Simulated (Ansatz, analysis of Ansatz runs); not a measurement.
# Li2CdCl4 (Imma), nudged elastic band: H transfer from Cl to Cl (q = 0)

How high is the barrier when H changes place in Li2CdCl4 (Imma)? The case: H transfer from Cl to Cl, charge 0, in a cell of 56 host atoms with 1 H put in.

Calculated with Ansatz 0.2.0; plane-wave PAW DFT, PBEsol; nudged elastic band between two relaxed defect structures.

## Step 1: The starting structure

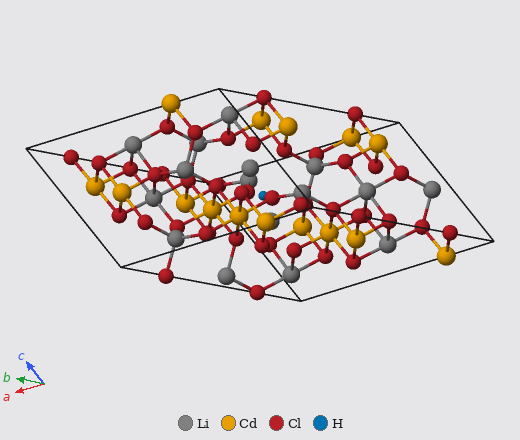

The cell as given, from a free direction (lithium grey, cadmium orange, chlorine red, hydrogen blue). Some periodic images of atoms are drawn too.

The cell holds 57 atoms: 16 Li, 8 Cd, 32 Cl and 1 H. Cell: a = 12.949 Å, b = 12.809 Å, c = 10.609 Å, α = 66.4°, β = 65.0°, γ = 48.6°. It derives from Li2CdCl4 (space group Imma). Nearest the centre at fractional (0.752, 0.502, 0.498): H57 at 0.46 Å, Cl27 at 1.76 Å, Cl36 at 1.76 Å, Li8 at 1.85 Å, Li11 at 1.85 Å, Cl32 at 3.13 Å, Cl39 at 3.13 Å, Cd20 at 3.21 Å.

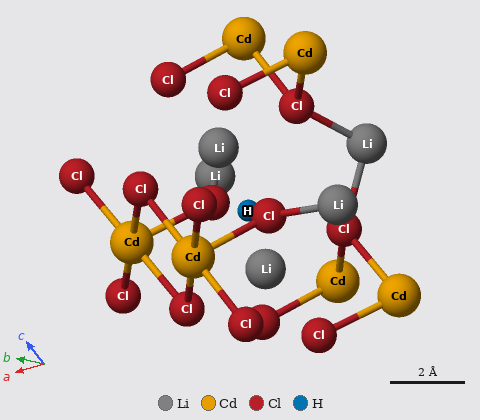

The atoms within 5 Å of the centre.

The cell's shortest repeat is 10.6 Å.

## Step 2: Relaxation of the start point, charge 0

A barrier is counted from a minimum, so both ends are relaxed first. Small random displacements break the symmetry of the ideal sites, so that the defect can distort if it gains by it. The cell holds an odd number of electrons, so the run is spin-polarised with the moment held at 1 μB.

q0_M1.start/input.yaml reads:

```yaml
crystal:
  lattice:
    - [0.0, 7.62069338, 10.46883164]
    - [7.38023042, 0.0, 10.46883164]
    - [7.38023042, 7.62069338, 0.0]
  atoms:
    - { symbol: Li, position: [0.19605462, 0.44605462, 0.05394538] }
    - { symbol: Li, position: [0.44605462, 0.69605462, 0.30394538] }
    - { symbol: Li, position: [0.69605462, 0.94605462, 0.55394538] }
    - { symbol: Li, position: [0.94605462, 0.19605462, 0.80394538] }
    - { symbol: Li, position: [0.125, 0.625, 0.625] }
    - { symbol: Li, position: [0.375, 0.875, 0.875] }
    - { symbol: Li, position: [0.625, 0.125, 0.125] }
    - { symbol: Li, position: [0.875, 0.375, 0.375] }
    - { symbol: Li, position: [0.125, 0.125, 0.125] }
    - { symbol: Li, position: [0.375, 0.375, 0.375] }
    - { symbol: Li, position: [0.625, 0.625, 0.625] }
    - { symbol: Li, position: [0.875, 0.875, 0.875] }
    - { symbol: Li, position: [0.05394538, 0.80394538, 0.19605462] }
    - { symbol: Li, position: [0.30394538, 0.05394538, 0.44605462] }
    - { symbol: Li, position: [0.55394538, 0.30394538, 0.69605462] }
    - { symbol: Li, position: [0.80394538, 0.55394538, 0.94605462] }
    - { symbol: Cd, position: [0.0, 0.0, 0.5] }
    - { symbol: Cd, position: [0.25, 0.25, 0.75] }
    - { symbol: Cd, position: [0.5, 0.5, 0.0] }
    - { symbol: Cd, position: [0.75, 0.75, 0.25] }
    - { symbol: Cd, position: [0.0, 0.5, 0.5] }
    - { symbol: Cd, position: [0.25, 0.75, 0.75] }
    - { symbol: Cd, position: [0.5, 0.0, 0.0] }
    - { symbol: Cd, position: [0.75, 0.25, 0.25] }
    - { symbol: Cl, position: [0.13698115, 0.11817834, 0.88182166] }
    - { symbol: Cl, position: [0.38698115, 0.36817834, 0.13182166] }
    - { symbol: Cl, position: [0.63698115, 0.61817834, 0.38182166] }
    - { symbol: Cl, position: [0.88698115, 0.86817834, 0.63182166] }
    - { symbol: Cl, position: [0.24656242, 0.7496538, 0.50343758] }
    - { symbol: Cl, position: [0.49656242, 0.9996538, 0.75343758] }
    - { symbol: Cl, position: [0.74656242, 0.2496538, 0.00343758] }
    - { symbol: Cl, position: [0.99656242, 0.4996538, 0.25343758] }
    - { symbol: Cl, position: [0.11817834, 0.63698115, 0.86301885] }
    - { symbol: Cl, position: [0.36817834, 0.88698115, 0.11301885] }
    - { symbol: Cl, position: [0.61817834, 0.13698115, 0.36301885] }
    - { symbol: Cl, position: [0.86817834, 0.38698115, 0.61301885] }
    - { symbol: Cl, position: [0.2496538, 0.24656242, 0.0003462] }
    - { symbol: Cl, position: [0.4996538, 0.49656242, 0.2503462] }
    - { symbol: Cl, position: [0.7496538, 0.74656242, 0.5003462] }
    - { symbol: Cl, position: [0.9996538, 0.99656242, 0.7503462] }
    - { symbol: Cl, position: [0.0003462, 0.00343758, 0.2496538] }
    - { symbol: Cl, position: [0.2503462, 0.25343758, 0.4996538] }
    - { symbol: Cl, position: [0.5003462, 0.50343758, 0.7496538] }
    - { symbol: Cl, position: [0.7503462, 0.75343758, 0.9996538] }
    - { symbol: Cl, position: [0.13182166, 0.61301885, 0.38698115] }
    - { symbol: Cl, position: [0.38182166, 0.86301885, 0.63698115] }
    - { symbol: Cl, position: [0.63182166, 0.11301885, 0.88698115] }
    - { symbol: Cl, position: [0.88182166, 0.36301885, 0.13698115] }
    - { symbol: Cl, position: [0.00343758, 0.5003462, 0.74656242] }
    - { symbol: Cl, position: [0.25343758, 0.7503462, 0.99656242] }
    - { symbol: Cl, position: [0.50343758, 0.0003462, 0.24656242] }
    - { symbol: Cl, position: [0.75343758, 0.2503462, 0.49656242] }
    - { symbol: Cl, position: [0.11301885, 0.13182166, 0.36817834] }
    - { symbol: Cl, position: [0.36301885, 0.38182166, 0.61817834] }
    - { symbol: Cl, position: [0.61301885, 0.63182166, 0.86817834] }
    - { symbol: Cl, position: [0.86301885, 0.88182166, 0.11817834] }
    - { symbol: H, position: [0.721293, 0.53221, 0.46779] }
basis:
  ecutwfc: 420
  xc_grid: 2
hamiltonian:
  xc: pbesol
kpoints:
  mp_grid: { grid: [1, 1, 1], shift: [0.25, 0.25, 0.25] }
magnetization:
  spin_polarized: true
  initial_magnetization: 1
  spin_locking: { lock_magnetization: hard }
scf:
  occupations: { method: fixed }
  max_iter: 100
output:
  forces: true
relax:
  f_tol: 0.02
  max_steps: 70
  random_displacement: { amplitude: 0.03, seed: 41 }
```

Started as:

```
ansatz run input.yaml --threads 4 --pin off --max-ram 14131MiB --backend cpu --events-out ev --progress --plain --runs-dir out
```

Numbers of over 12 decimals in the logs are rounded to 6 here.

What it wrote:

```text
[... repeated set-up lines and file paths are left out, and long positions are rounded to six places ...]
The last accepted step is kept in <dir> (removed where the run ends without a failure and the disk answers)
Engine: ansatz 0.2.0, aarch64-unknown-linux-gnu
Pseudopotentials: kind: paw
Pseudopotential: Li, paw, valence charge 3, recommended cutoff 420 eV (normal), Li.paw.azcp
Pseudopotential: Cd, paw, valence charge 20, recommended cutoff 420 eV (normal), Cd.paw.azcp
Pseudopotential: Cl, paw, valence charge 7, recommended cutoff 420 eV (normal), Cl.paw.azcp
Pseudopotential: H, paw, valence charge 1, recommended cutoff 420 eV (normal), H.paw.azcp
Functional definition: PBEsol
  exchange = pbesol_x
  correlation = pbesol_c
Crystal: 57 atoms, lattice volume = 1177.586 Å³
Basis set: ecut = 420 eV, 23051 PW (Γ), exchange–correlation on 180×180×144 points (8 copies of the dense FFT grid, shifted against one another)
Bands: 274, of which v1, the nominal top of the filled ones, is band 217 counted from 1 (216 counted from 0)
Symmetry: 1 space group operations
k-points: 1
Non-local potential: Li, projectors of the file, l = 0: 3, l = 1: 2, l = 2: 1
Non-local potential: Cd, projectors of the file, l = 0: 3, l = 1: 2, l = 2: 2, l = 3: 1
Non-local potential: Cl, projectors of the file, l = 0: 2, l = 1: 2, l = 2: 2
Non-local potential: H, projectors of the file, l = 0: 2, l = 1: 1
PAW form: soft (Blöchl's): semilocal exchange-correlation on the pseudo side does not see the compensation charge
PAW frozen core: Cd, regenerated for the run's functional, and the local potential with it (the file was generated under x = pbe(κ = 0.804, μ = 0.219515), c = pbe(β = 0.066725))
PAW frozen core: Cl, regenerated for the run's functional, and the local potential with it (the file was generated under x = pbe(κ = 0.804, μ = 0.219515), c = pbe(β = 0.066725))
PAW one-centre angular grid: Li, 110 points (default); XC on 64 Gauss nodes
PAW one-centre angular grid: Cd, 590 points (default); XC on 64 Gauss nodes
PAW one-centre angular grid: Cl, 110 points (default); XC on 64 Gauss nodes
PAW one-centre angular grid: H, 110 points (default); XC on 64 Gauss nodes
Initial density: superposition of atomic densities (chi_scale 0.1, normalization cell, long waves kept (reshape's long-wave potential 0.20 eV rms))
Starting moments: Σ|m| = 1 μB on 57 of 57 sites
Initial wavefunctions: pseudopotential atomic-orbital guess
Functional: x = pbesol(κ = 0.804, μ = 0.123457), c = pbesol(β = 0.046)
SCF iter   1: F=—  HF=-102799.215697 eV  |F-HF|=—  |Δ(HF+E_count)|=         —  Δρ=4.18e-2 (↑4.10e-2 ↓4.18e-2)  dr2=1.03e2  dr2_m=1.44e-2  M=1.000 μB ∫|m|=1.006 μB  β_m=0.30  ethr=3.10e-3  ⟨swp⟩=5.0  Hψ=1596  notcnv=0  defer=102
preconditioner: auto → Resta (q_TF=auto, 2.309 Å⁻¹)  ε∞=3.1  [insulator: Δε(μ)=0.347 eV  Ē_g=13.848 eV  n_scr=242 (ndim 8)  ℏωp=19.9 eV  f_vac=0.007  ε∞_Penn≈3.1]
spin=Collinear: Resta preconditioning applied to the charge; magnetization (m = ρ↑ − ρ↓) channel mixes plain (no charge-response kernel on spin).
SCF iter   2: F=—  HF=-102771.672376 eV  |F-HF|=—  |Δ(HF+E_count)|=    2.75e1  Δρ=2.02e-2 (↑1.96e-2 ↓2.02e-2)  dr2=2.73e1  dr2_m=7.80e-3  M=1.000 μB ∫|m|=1.009 μB  β_m=0.44  ethr=3.10e-3  ⟨swp⟩=3.0  Hψ=1041  notcnv=0  defer=104
SCF iter   3: F=—  HF=-102762.608828 eV  |F-HF|=—  |Δ(HF+E_count)|=    9.06e0  Δρ=5.16e-3 (↑5.03e-3 ↓5.16e-3)  dr2=1.08e0  dr2_m=1.82e-3  M=1.000 μB ∫|m|=1.034 μB  β_m=0.72  ethr=3.10e-3  ⟨swp⟩=3.0  Hψ=972  notcnv=0  defer=108
SCF iter   4: F=—  HF=-102762.462191 eV  |F-HF|=—  |Δ(HF+E_count)|=   1.47e-1  Δρ=5.66e-3 (↑5.66e-3 ↓1.69e-3)  dr2=1.20e0  dr2_m=8.06e-2  M=1.000 μB ∫|m|=1.084 μB  β_m=0.64  ethr=2.49e-4  ⟨swp⟩=3.0  Hψ=940  notcnv=0  defer=111
SCF iter   5: F=—  HF=-102762.437144 eV  |F-HF|=—  |Δ(HF+E_count)|=   2.50e-2  Δρ=1.70e-3 (↑1.70e-3 ↓9.46e-4)  dr2=1.59e-1  dr2_m=4.76e-3  M=1.000 μB ∫|m|=1.041 μB  β_m=0.57  ethr=2.49e-4  ⟨swp⟩=3.0  Hψ=995  notcnv=0  defer=111
SCF iter   6: F=—  HF=-102762.417163 eV  |F-HF|=—  |Δ(HF+E_count)|=   2.00e-2  Δρ=9.12e-4 (↑9.12e-4 ↓3.75e-4)  dr2=3.71e-2  dr2_m=1.83e-3  M=1.000 μB ∫|m|=1.044 μB  β_m=0.79  ethr=3.67e-5  ⟨swp⟩=3.0  Hψ=729  notcnv=0  defer=111
SCF iter   7: F=—  HF=-102762.420804 eV  |F-HF|=—  |Δ(HF+E_count)|=   3.64e-3  Δρ=3.54e-4 (↑3.54e-4 ↓1.12e-4)  dr2=4.31e-3  dr2_m=3.58e-4  M=1.000 μB ∫|m|=1.047 μB  β_m=0.85  ethr=8.58e-6  ⟨swp⟩=3.0  Hψ=923  notcnv=0  defer=111
SCF iter   8: F=—  HF=-102762.422961 eV  |F-HF|=—  |Δ(HF+E_count)|=   2.16e-3  Δρ=1.77e-4 (↑1.77e-4 ↓4.08e-5)  dr2=1.54e-3  dr2_m=7.97e-5  M=1.000 μB ∫|m|=1.049 μB  β_m=0.88  ethr=9.95e-7  ⟨swp⟩=2.0  Hψ=791  notcnv=0  defer=101
SCF iter   9: F=—  HF=-102762.422999 eV  |F-HF|=—  |Δ(HF+E_count)|=   3.85e-5  Δρ=3.39e-5 (↑3.39e-5 ↓1.62e-5)  dr2=2.09e-5  dr2_m=2.73e-6  M=1.000 μB ∫|m|=1.049 μB  β_m=0.91  ethr=3.55e-7  ⟨swp⟩=2.0  Hψ=630  notcnv=0  defer=101
SCF iter  10: F=—  HF=-102762.423017 eV  |F-HF|=—  |Δ(HF+E_count)|=   1.84e-5  Δρ=2.35e-5 (↑2.35e-5 ↓8.94e-6)  dr2=2.29e-5  dr2_m=1.42e-6  M=1.000 μB ∫|m|=1.049 μB  β_m=0.91  ethr=2.31e-9  ⟨swp⟩=4.0  Hψ=1616  notcnv=0
SCF iter  11: F=—  HF=-102762.423019 eV  |F-HF|=—  |Δ(HF+E_count)|=   2.03e-6  Δρ=6.45e-6 (↑6.45e-6 ↓3.93e-6)  dr2=1.59e-6  dr2_m=6.34e-8  M=1.000 μB ∫|m|=1.049 μB  β_m=0.83  ethr=2.31e-9  ⟨swp⟩=2.0  Hψ=1847  notcnv=0
SCF iter  12: F=-102762.423019 eV  HF=-102762.423019 eV  |F-HF|=6.71e-9  |Δ(HF+E_count)|=   1.24e-7  Δρ=2.03e-6 (↑2.03e-6 ↓9.88e-7)  dr2=1.74e-7  dr2_m=8.27e-9  M=1.000 μB ∫|m|=1.049 μB  ethr=3.66e-10  ⟨swp⟩=3.0  Hψ=1168  notcnv=0
SCF 1 converged in 12 iterations: F = -102762.423019 eV  dr2 = 1.74e-7
  greatest PAW one-centre occupation: 1.000 electrons in one spin orbital (limit 2), on the Cd atom at site 19 (counted from 0), in its partial waves of l = 0
relax step   1: F+E_penalty+E_count = -102762.42301948 eV  Δ(F+E_penalty+E_count) = +0.000e0 eV  max|allowed force component| = 2.196e0 eV/Å  Δτ_max = 0.0000 Å  (12 SCF iters, dr2 threshold 1.00e-5 eV, accepted)
[... the SCF cycles and remarks between the steps are left out from here to the last step ...]
relax step   2: F+E_penalty+E_count = -102763.39543209 eV  Δ(F+E_penalty+E_count) = -9.724e-1 eV  max|allowed force component| = 7.045e-1 eV/Å  Δτ_max = 0.1948 Å  (6 SCF iters, dr2 threshold 1.00e-4 eV, accepted)
relax step   3: F+E_penalty+E_count = -102763.69177310 eV  Δ(F+E_penalty+E_count) = -2.963e-1 eV  max|allowed force component| = 6.520e-1 eV/Å  Δτ_max = 0.1949 Å  (6 SCF iters, dr2 threshold 3.10e-5 eV, accepted)
relax step   4: F+E_penalty+E_count = -102763.74205046 eV  Δ(F+E_penalty+E_count) = -5.028e-2 eV  max|allowed force component| = 8.173e-2 eV/Å  Δτ_max = 0.0758 Å  (5 SCF iters, dr2 threshold 4.38e-5 eV, accepted)
relax step   5: F+E_penalty+E_count = -102763.75115296 eV  Δ(F+E_penalty+E_count) = -9.103e-3 eV  max|allowed force component| = 7.888e-2 eV/Å  Δτ_max = 0.0336 Å  (6 SCF iters, dr2 threshold 4.17e-7 eV, accepted)
relax step   6: F+E_penalty+E_count = -102763.74966570 eV  Δ(F+E_penalty+E_count) = +1.487e-3 eV  max|allowed force component| = 8.692e-2 eV/Å  Δτ_max = 0.2000 Å  (8 SCF iters, rejected (line search))
relax step   7: F+E_penalty+E_count = -102763.75663621 eV  Δ(F+E_penalty+E_count) = -5.483e-3 eV  max|allowed force component| = 6.427e-2 eV/Å  Δτ_max = 0.1000 Å  (7 SCF iters, accepted)
relax step   8: F+E_penalty+E_count = -102763.75768395 eV  Δ(F+E_penalty+E_count) = -1.048e-3 eV  max|allowed force component| = 1.522e-2 eV/Å  Δτ_max = 0.0338 Å  (5 SCF iters, dr2 threshold 2.74e-6 eV, accepted)
iter 1 solved again at ethr=1.12e-10 eV; its pass at ethr=3.10e-3 eV (dr2=4.86e-7 eV) is discarded
SCF iter   1: F=—  HF=-102763.757684 eV  |F-HF|=—  |Δ(HF+E_count)|=         —  Δρ=2.93e-6 (↑2.93e-6 ↓2.92e-6)  dr2=4.86e-7  dr2_m=4.50e-10  M=1.000 μB ∫|m|=1.047 μB  β_m=0.30  ethr=1.12e-10  ⟨swp⟩=1.0  Hψ=1176  notcnv=0  defer=98
SCF iter   2: F=—  HF=-102763.757684 eV  |F-HF|=—  |Δ(HF+E_count)|=   9.74e-8  Δρ=2.14e-6 (↑2.13e-6 ↓2.14e-6)  dr2=2.90e-7  dr2_m=1.80e-10  M=1.000 μB ∫|m|=1.047 μB  β_m=0.65  ethr=1.12e-10  ⟨swp⟩=1.0  Hψ=450  notcnv=0  defer=98
SCF iter   3: F=-102763.757684 eV  HF=-102763.757684 eV  |F-HF|=1.16e-8  |Δ(HF+E_count)|=   2.02e-7  Δρ=4.65e-7 (↑4.65e-7 ↓4.62e-7)  dr2=1.90e-8  dr2_m=1.11e-11  M=1.000 μB ∫|m|=1.047 μB  ethr=2.31e-11  ⟨swp⟩=2.0  Hψ=1376  notcnv=0
SCF 9 converged in 3 iterations: F = -102763.757684 eV  dr2 = 1.90e-8
relax step   9: F+E_penalty+E_count = -102763.75768406 eV  Δ(F+E_penalty+E_count) = -1.067e-7 eV  max|allowed force component| = 1.532e-2 eV/Å  Δτ_max = 0.0000 Å  (3 SCF iters, accepted)
SCF converged after 3 iterations
Magnetization: 1.0000 μB (217.0000 up, 216.0000 down)
Absolute magnetization: 1.0572 μB (∫|ρ↑−ρ↓|, with the PAW one-centre terms)
Spin contamination: 0.0003 ħ² per cell (⟨S²⟩ above its minimum at these occupations)
Per-site moments (μB) at R_I (Å): [(0.00207376, 0.968864), (0.00185005, 0.946529), (0.00199327, 0.969375), [... 54 left out ...]
Free energy (F): -102763.757684 eV
Harris-Foulkes:  -102763.757684 eV  (|F-HF|=1.16e-8)
Internal energy: -102763.757684 eV  (E = F + TS)
E sigma→0 (E₀):  -102763.757684 eV
Fermi energy:    6.396948 (↑ 6.396948, ↓ 2.591901) eV
--- Per-component energies (eV) ---
  E_band       = -6402.153355
  E_kinetic    = 9557.128317
  E_local      = -48297.659454  (includes V_loc(G=0)·N_el)
  E_nonlocal   = 706.677007
  E_hartree    = 20977.989001
  E_xc         = -4971.984411
  E_vxc        = -5882.227474  (∫ρ·V_xc dr)
  E_paw        = -52977.685861  (= ΣΔE_a)
  E_vpaw       = -4442.054318  (= ΣTr[D̂ρ^β])
  E_aug_tail   = 0.002356  (compensation charges beyond the density's cutoff)
  E_ewald      = -27763.470144
  E_core_change = 5.245505  (= ΣΔE_core)
  E_smearing   = -0.000000  (= −TS)
  E_closure    = 0.000000  (closes the sum)
  Σ components = -102763.757684   (vs F -102763.757684, Δ=0.00e0)
--- Forces (eV/Å), atoms counted from 1 ---
  atom   1  Li    -0.00187329     0.00076330    -0.00122130
  atom   2  Li    -0.00017132    -0.00434085     0.00402458
  [... 5 atoms left out ...]
  atom   8  Li    -0.00734586    -0.00319019    -0.00088978
  [... 2 atoms left out ...]
  atom  11  Li     0.00699678     0.00040183    -0.00057590
  [... 8 atoms left out ...]
  atom  20  Cd     0.00246330     0.00230665    -0.00071080
  atom  21  Cd     0.00328259     0.00941531     0.00167409
  [... 5 atoms left out ...]
  atom  27  Cl    -0.00075129     0.01374365    -0.00269542
  [... 4 atoms left out ...]
  atom  32  Cl     0.00085187    -0.00165156     0.00074977
  [... 3 atoms left out ...]
  atom  36  Cl    -0.00081258     0.00593148    -0.01285649
  [... 2 atoms left out ...]
  atom  39  Cl    -0.00353104    -0.00254070     0.00211976
  [... 12 atoms left out ...]
  atom  52  Cl     0.00394358     0.00040044    -0.01259158
  [... 4 atoms left out ...]
  atom  57  H      0.00042553    -0.01292270     0.00850963
  max |Σ_I F_I| component: 4.13e-5 eV/Å
--- Relaxed structure (9 steps of the walk, 8 accepted, 0 SCFs on fresh bases) ---
  F+E_penalty+E_count = -102763.75768406 eV   max|allowed force component| = 1.532e-2 eV/Å
  atoms:
    - { symbol: Li, position: [0.199485, 0.442747, 0.050719] }
    - { symbol: Li, position: [0.408820, 0.702432, 0.297679] }
    [... 5 atoms left out ...]
    - { symbol: Li, position: [0.921779, 0.343951, 0.347296] }
    [... 2 atoms left out ...]
    - { symbol: Li, position: [0.612340, 0.653120, 0.656187] }
    [... 8 atoms left out ...]
    - { symbol: Cd, position: [0.763970, 0.757743, 0.242141] }
    - { symbol: Cd, position: [0.000946, 0.504761, 0.495539] }
    [... 5 atoms left out ...]
    - { symbol: Cl, position: [0.634489, 0.611064, 0.389567] }
    [... 4 atoms left out ...]
    - { symbol: Cl, position: [0.999400, 0.496710, 0.250777] }
    [... 3 atoms left out ...]
    - { symbol: Cl, position: [0.848824, 0.400661, 0.599500] }
    [... 2 atoms left out ...]
    - { symbol: Cl, position: [0.746267, 0.749365, 0.503631] }
    [... 12 atoms left out ...]
    - { symbol: Cl, position: [0.757777, 0.252626, 0.491996] }
    [... 4 atoms left out ...]
    - { symbol: H, position: [0.714718, 0.510563, 0.489701] }
```

The job ended after 3.4 min (4 threads of Arm Neoverse V1, shared host; peak memory 3.1 GiB; 13 min of CPU time).

Step by step:

```tsv
step	energy less that of the first step (eV)	largest force component (eV/Å)
1	0.0000	2.1959
2	-0.9724	0.7045
3	-1.2688	0.6520
4	-1.3190	0.0817
5	-1.3281	0.0789
6	-1.3266	0.0869
7	-1.3336	0.0643
8	-1.3347	0.0152
9	-1.3347	0.0153
```

Relaxation step 6 was tried and not accepted.

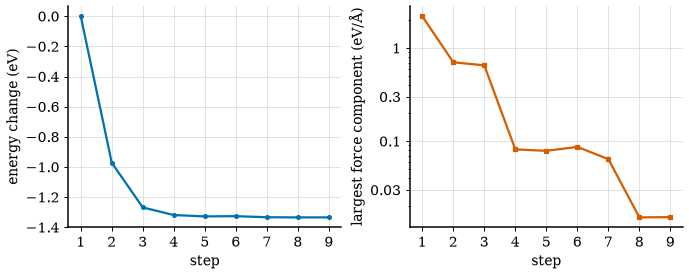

Energy and largest force along the relaxation.

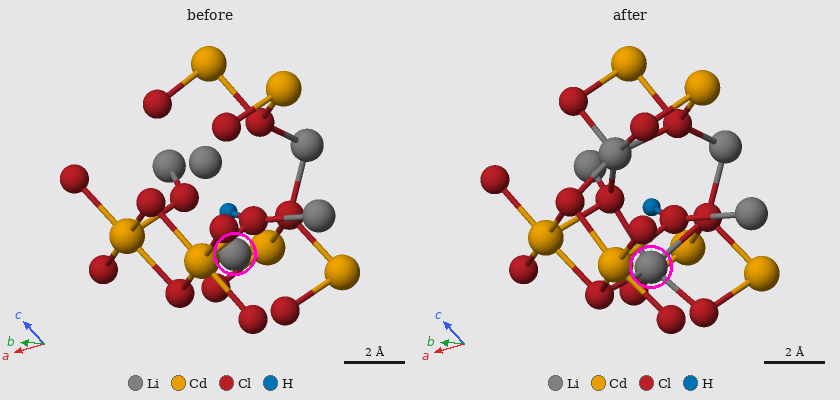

Before and after: the atoms that start within 5 Å of the centre. Li8, which moves most, is ringed if it is among them.

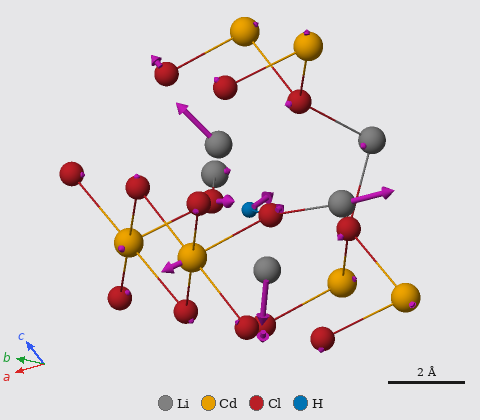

Displacements in the relaxation from the typed sites near the centre, exaggerated, the mean shift taken out; the longest in the cell stands for 0.48 Å.

The atoms that moved most (Å, from the sites as typed, ahead of the random displacement, the mean shift of all atoms taken out):

```tsv
atom	dx	dy	dz	length
Li8	-0.435	0.140	0.160	0.485
Li11	0.436	0.136	0.157	0.483
Li2	-0.001	-0.337	-0.328	0.470
H57	0.000	0.112	-0.300	0.320
Cl36	-0.001	-0.256	-0.064	0.264
Cd20	-0.003	0.041	0.223	0.227
Cl56	-0.001	-0.029	0.193	0.195
Cl53	-0.125	0.102	0.010	0.162
```

Neighbours of H57 at the end:

```tsv
atom	distance (Å)
Cl27	1.391
Cl36	1.876
Li11	2.370
Li8	2.371
Cl43	2.953
Cl52	2.956
Cl39	3.407
Cl32	3.412
Cd20	3.452
```

Numbers from this step:

| Item | Value |
| --- | --- |
| free energy | -102763.7577 eV |
| total moment | 1 μB |
| integral of the absolute spin density | 1.057 μB |
| spin contamination | 2.75e-4 |
| r.m.s. move of the farther half of the atoms | 0.06183 Å |
| largest move from the ideal geometry of this structure, a common shift of the far atoms taken out | 0.4848 Å |

The relaxation gained 1.335 eV and ended with a largest force component of 0.015 eV/Å.

(Continued in part 2 of 4.)

[Logs are printed without paths, hosts, clocks, repeated set-up lines and the standing remarks that a program may print on its own settings, such as how far it seeks lower states.]

[Hosts, paths, dates, database ids (printed as entryN), source tags and the programs' standing remarks are cut or masked in the printed files.]
